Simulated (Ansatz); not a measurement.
Consider SiC$_{2}$.

```
CELL_PARAMETERS angstrom
2.93203 0.00000 0.00000
-1.46601 2.53921 0.00000
0.00000 0.00000 7.44726
ATOMIC_POSITIONS crystal
C 0.66667 0.33333 0.53653
C 0.33333 0.66667 0.25672
Si 0.00000 0.00000 0.83914
C 0.33333 0.66667 0.46347
Si 0.00000 0.00000 0.16086
C 0.66667 0.33333 0.74328
```

Space group P-3m1; started from the ordered alloy on diamond lattice prototype, which need not be the ambient phase.

These are results of Ansatz 0.2.0, DFT, PBE, plane waves, PAW, not measurements.

> What can the converged valence pseudo-density and electron localisation function tell about the bonding?

C–C (1.54 Å): the density is about 1.6 e/Å³ at the midpoint; the ELF peaks at about 0.95 between the atoms: a shared electron pair.
Si–C (1.84 Å): the density is about 0.97 e/Å³ at the midpoint; the ELF peaks at about 0.95 between the atoms: a covalent bond.
Si–Si (2.40 Å): the density is about 0.59 e/Å³ at the midpoint; the ELF peaks at about 1 between the atoms: localised, covalent bonding.

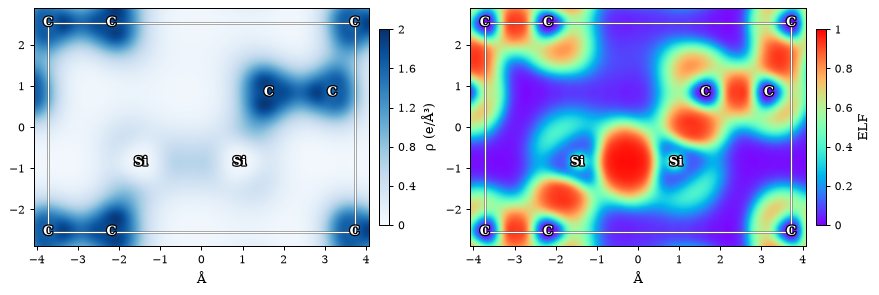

Computed valence pseudo-density and electron localisation function on the (110) plane of the conventional cell, in this order. 

In a PAW calculation such maps are meaningful between the atoms, not at the nuclei.
